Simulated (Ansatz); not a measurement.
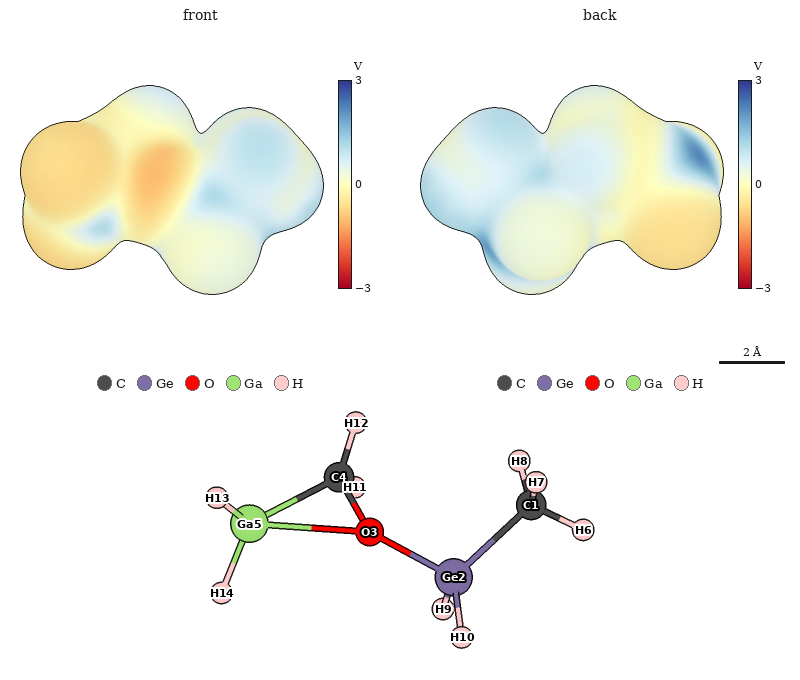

C₂H₉GaGeO. The electrostatic potential painted on the density surface at 0.002 e/bohr³, seen from the front and from behind; the colour scale runs from red (negative) to blue (positive). The bare structure is drawn below in the same view.

Geometry: PBE0-D4/def2-TZVP.

Method: RKS PBE0-D4/def2-TZVPP in Ansatz 0.2.0.

```xyz
14

C    -1.9929    1.0573    0.7719
Ge   -0.5785    1.0902   -0.5574
O     0.7768    0.0752    0.0569
C     0.5938   -1.3664    0.1936
Ga    2.4762   -1.2852   -0.3759
H    -2.8465    1.6451    0.4296
H    -1.6312    1.4735    1.7125
H    -2.3224    0.0313    0.9402
H    -1.0286    0.4655   -1.8930
H     0.0523    2.4756   -0.7550
H    -0.1437   -1.7516   -0.5160
H     0.3065   -1.6172    1.2152
H     3.5879   -1.0322    0.6974
H     2.7503   -1.2610   -1.9200
```

Question: Describe the electrostatic potential map.

Answer: The most negative region (about −1.0 V) lies over O3, the most positive (about +1.9 V) over Ge2 and Ga5.
